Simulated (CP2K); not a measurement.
**MNDO run of C2H5ClGe (SMILES Cl/C=[CH]\[GeH3])**

What is the energy change on altering one bond length of C2H5ClGe at MNDO? 

The calculation is run with CP2K 2026.2.

3 further runs of the same task are left out: 2 that didn't finish, 1 set aside as unsound or not needed.

## (1) Starting point

C2H5ClGe has 9 atoms, charge 0, and is taken as a singlet. As SMILES, `Cl/C=[CH]\[GeH3]`. Geometry: a GFN2-xTB relaxation, a rough one for these elements and not checked as a minimum.

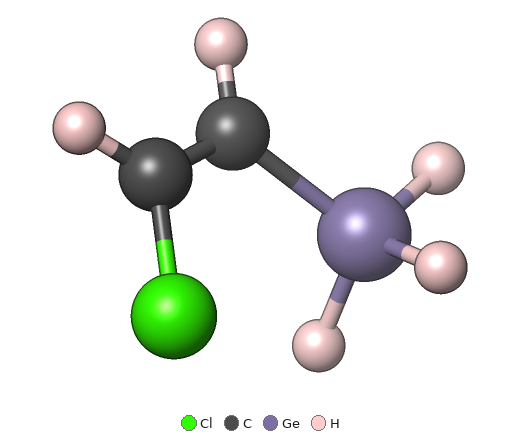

The structure, seen from a chosen angle (chlorine green, carbon dark grey, germanium purple, hydrogen pink).

## (2) Energy and forces at MNDO

Input file qs.inp:

```
&GLOBAL
 PROJECT qs
 RUN_TYPE ENERGY_FORCE
 PRINT_LEVEL MEDIUM
&END GLOBAL

&FORCE_EVAL
 METHOD Quickstep
 &DFT
  &QS
   METHOD MNDO
   EPS_DEFAULT 1.0E-10
   &SE
    &COULOMB
     CUTOFF [angstrom] 50
     RC_RANGE [angstrom] 0
    &END COULOMB
    &EXCHANGE
     CUTOFF [angstrom] 50
     RC_RANGE [angstrom] 0
    &END EXCHANGE
   &END SE
  &END QS
  &POISSON
   PERIODIC NONE
   POISSON_SOLVER ANALYTIC
  &END POISSON
  &SCF
   SCF_GUESS ATOMIC
   EPS_SCF 1.0E-06
   MAX_SCF 150
   &DIAGONALIZATION
    ALGORITHM STANDARD
   &END DIAGONALIZATION
   &MIXING
    METHOD DIRECT_P_MIXING
    ALPHA 0.4
   &END MIXING
  &END SCF
  &PRINT
   &MOMENTS
    PERIODIC F
    REFERENCE COM
    MAX_MOMENT 1
   &END MOMENTS
   &MO ON
    ENERGIES T
    OCCUPATION_NUMBERS T
    NDIGITS 6
    &EACH
     QS_SCF 0
    &END EACH
    ADD_LAST NUMERIC
   &END MO
   &HIRSHFELD OFF
   &END HIRSHFELD
  &END PRINT
 &END DFT
 &SUBSYS
  &CELL
   ABC 19.6 19.5 20.5
   PERIODIC NONE
  &END CELL
  &COORD
   Cl    -0.136370    -0.140430    -2.197640
   C      0.821170     0.742030    -1.085450
   C      0.621050     0.568930     0.209210
   Ge    -0.750280    -0.679470     0.801160
   H      1.545350     1.400040    -1.543040
   H      1.226530     1.126730     0.907740
   H     -2.091590    -0.262790     0.302360
   H     -0.456640    -2.055870     0.310750
   H     -0.779230    -0.699160     2.294910
  &END COORD
  &TOPOLOGY
   &CENTER_COORDINATES
   &END CENTER_COORDINATES
  &END TOPOLOGY
 &END SUBSYS
 &PRINT
  &FORCES ON
  &END FORCES
 &END PRINT
&END FORCE_EVAL
```

Started as:

```console
$ OMP_NUM_THREADS=1 cp2k.psmp -i qs.inp > qs.out 2>&1
```

The log of the run, cut to the lines that bear on the results:

```text
CP2K| version string:                                       CP2K version 2026.2
[...]
 GLOBAL| Method name                                                        CP2K
[...]
 GLOBAL| Run type                                                   ENERGY_FORCE
[...]
                             - Atoms:                                          9
[...]
                             - Spherical basis functions:                     21
[...]
 Number of electrons:                                                         24
[...]
     1 P_Mix/Diag. 0.40E+00    0.0     0.77973051       -22.8218083284 -2.28E+01
[...]
    15 DIIS/Diag.  0.98E-07    0.0     0.00000014       -27.9444916806 -3.68E-12
  *** SCF run converged in    15 steps ***
  Core-core repulsion energy [eV]:                           1334.19000418232736
  Core Hamiltonian energy [eV]:                             -1185.57623125783334
  Two-electron integral energy [eV]:                        -1818.04412544329330
  Electronic energy [eV]:                                   -2094.59829397947988
  Total energy [eV]:                                         -760.40828979715252
  Atomic reference energy [eV]:                               761.15517957726502
  Heat of formation [kcal/mol]:                                17.22368886407023
[...]
 SE_DIPOLE| Moment [Debye]         -0.86044233      -0.79104583      -0.87618287
 SE_DIPOLE| Derivative [a.u.]       0.00000000       0.00000000       0.00000000
 ENERGY| Total FORCE_EVAL ( QS ) energy [hartree]            -27.944491680600045
 FORCES| Atomic forces [hartree/bohr]
 FORCES|   Atom     x               y               z               |f|
 FORCES|      1 -1.50313611E-02 -1.39692205E-02 -3.42249296E-02   3.99052220E-02
 FORCES|      2  2.00551419E-02  1.83795600E-02  4.46784845E-03   2.75677096E-02
 FORCES|      3 -1.94545602E-02 -1.77138039E-02  1.66482456E-02   3.11355560E-02
 FORCES|      4  4.03864796E-03  3.82099007E-03  9.31320248E-03   1.08464917E-02
 FORCES|      5  3.36388653E-03  3.02504464E-03 -5.43661473E-03   7.07272277E-03
 FORCES|      6  3.47040737E-03  3.24806474E-03  8.34683532E-03   9.60537931E-03
 FORCES|      7  2.17125355E-03  6.29076715E-04  2.27184432E-03   3.20489565E-03
 FORCES|      8  8.29554001E-04  2.08405539E-03  2.26192336E-03   3.18555238E-03
 FORCES|      9  5.57029955E-04  4.96232880E-04 -3.64835522E-03   3.72384550E-03
 FORCES| Sum    -1.24900090E-16 -1.73472348E-16 -4.71844785E-16
 FORCES| Total atomic force                                       5.18005974E-16
[...]
```

It took 0.42 s on 1 thread of Arm Neoverse N1, shared host; peak memory 0.14 GiB.

## (3) The distorted shape at the same level

Input file calc.inp:

```
&GLOBAL
    PROJECT_NAME calc
    RUN_TYPE ENERGY_FORCE
    PRINT_LEVEL MEDIUM
&END GLOBAL

&FORCE_EVAL
    METHOD QUICKSTEP
    &DFT
        &QS
            METHOD MNDO
            EPS_DEFAULT 1.0E-10
            &SE
                &COULOMB
                    CUTOFF [angstrom] 50
                    RC_RANGE [angstrom] 0
                &END COULOMB
                &EXCHANGE
                    CUTOFF [angstrom] 50
                    RC_RANGE [angstrom] 0
                &END EXCHANGE
            &END SE
        &END QS
        &POISSON
            PERIODIC NONE
            POISSON_SOLVER ANALYTIC
        &END POISSON
        &SCF
            SCF_GUESS ATOMIC
            EPS_SCF 1.0E-06
            MAX_SCF 150
            &DIAGONALIZATION
                ALGORITHM STANDARD
            &END DIAGONALIZATION
            &MIXING
                METHOD DIRECT_P_MIXING
                ALPHA 0.4
            &END MIXING
        &END SCF
        &PRINT
            &MOMENTS
                PERIODIC F
                REFERENCE COM
                MAX_MOMENT 1
            &END MOMENTS
            &MO ON
                ENERGIES T
                OCCUPATION_NUMBERS T
                NDIGITS 6
                &EACH
                    QS_SCF 0
                &END EACH
                ADD_LAST NUMERIC
            &END MO
            &HIRSHFELD OFF
            &END HIRSHFELD
        &END PRINT
    &END DFT
    &SUBSYS
        &CELL
            ABC 20.1 19.9 20.5
            PERIODIC NONE
        &END CELL
        &COORD
            Cl    -0.570879    -0.535237    -1.923085
            C      0.386661     0.347223    -0.810895
            C      0.186541     0.174123     0.483765
            Ge    -1.184789    -1.074277     1.075715
            H      1.545350     1.400040    -1.543040
            H      0.792021     0.731923     1.182295
            H     -2.526099    -0.657597     0.576915
            H     -0.891149    -2.450677     0.585305
            H     -1.213739    -1.093967     2.569465
        &END COORD
        &TOPOLOGY
            &CENTER_COORDINATES
            &END CENTER_COORDINATES
        &END TOPOLOGY
    &END SUBSYS
    &PRINT
        &FORCES ON
        &END FORCES
    &END PRINT
&END FORCE_EVAL
```

Started as:

```console
$ OMP_NUM_THREADS=1 cp2k.psmp -i calc.inp -o calc.out
```

The log of the run, cut to the lines that bear on the results:

```text
CP2K| version string:                                       CP2K version 2026.2
[...]
 GLOBAL| Method name                                                        CP2K
[...]
 GLOBAL| Run type                                                   ENERGY_FORCE
[...]
                             - Atoms:                                          9
[...]
                             - Spherical basis functions:                     21
[...]
 Number of electrons:                                                         24
[...]
     1 P_Mix/Diag. 0.40E+00    0.0     0.77845349       -22.9804200595 -2.30E+01
[...]
    15 DIIS/Diag.  0.25E-06    0.0     0.00000030       -27.8172388238 -7.94E-12
  *** SCF run converged in    15 steps ***
  Core-core repulsion energy [eV]:                           1307.27259724249438
  Core Hamiltonian energy [eV]:                             -1179.63026039605097
  Two-electron integral energy [eV]:                        -1769.17580062116826
  Electronic energy [eV]:                                   -2064.21816070663499
  Total energy [eV]:                                         -756.94556346414072
  Atomic reference energy [eV]:                               761.15517957726502
  Heat of formation [kcal/mol]:                                97.07606142195344
[...]
 ENERGY| Total FORCE_EVAL ( QS ) energy [hartree]            -27.817238823808161
 FORCES| Atomic forces [hartree/bohr]
 FORCES|   Atom     x               y               z               |f|
 FORCES|      1 -1.91608297E-03 -1.97681460E-03 -3.20174650E-02   3.21356070E-02
 FORCES|      2  7.98371451E-02  7.26675239E-02 -3.72810104E-02   1.14212138E-01
 FORCES|      3 -5.33940626E-03 -4.95140450E-03 -7.10395139E-04   7.31644224E-03
 FORCES|      4  4.44427814E-03  4.19023523E-03  9.25283658E-03   1.10871396E-02
 FORCES|      5 -8.34705141E-02 -7.58524141E-02  5.18375999E-02   1.24129176E-01
 FORCES|      6  2.97382931E-03  2.79426305E-03  8.31130439E-03   9.25901439E-03
 FORCES|      7  2.15966755E-03  5.41315335E-04  2.13980416E-03   3.08803304E-03
 FORCES|      8  7.42137665E-04  2.08024161E-03  2.12881316E-03   3.06757541E-03
 FORCES|      9  5.68945519E-04  5.07054129E-04 -3.66148773E-03   3.73995926E-03
 FORCES| Sum    -4.16333634E-17 -2.01227923E-16  5.55111512E-17
 FORCES| Total atomic force                                       2.12855589E-16
[...]
```

It took 0.42 s on 1 thread of Arm Neoverse N1, shared host; peak memory 0.14 GiB.

## (4) Outcome

Level: MNDO.

| quantity | value |
| --- | --- |
| first shape: total energy | -27.94449 Eh |
| first shape: dipole moment | 1.46 D |
| first shape: HOMO energy | -10.44 eV |
| first shape: heat of formation at this unrelaxed shape | 17.2 kcal/mol |
| first shape: largest force on an atom | 2.052 eV/Å |
| distorted shape: total energy | -27.81724 Eh |
| distorted shape: dipole moment | 1.42 D |
| distorted shape: HOMO energy | -10.31 eV |
| distorted shape: heat of formation at this unrelaxed shape | 97.1 kcal/mol |
| distorted shape: largest force on an atom | 6.383 eV/Å |
| energy change with the C2–H5 bond stretched from 1.080 to 1.728 Å | 3.463 eV |

What this shows: One bond (distorted shape) is far stretched, which a spin-restricted single reference describes badly. With the C2–H5 bond stretched from 1.080 to 1.728 Å the energy rises by 3.46 eV (334 kJ/mol). The first shape isn't relaxed at this level, so the change isn't measured from a minimum. A restricted reference can't describe the breaking bond well at this length. The largest force (first shape) is 2.05 eV/Å: the shape isn't a stationary point for this species at this level.
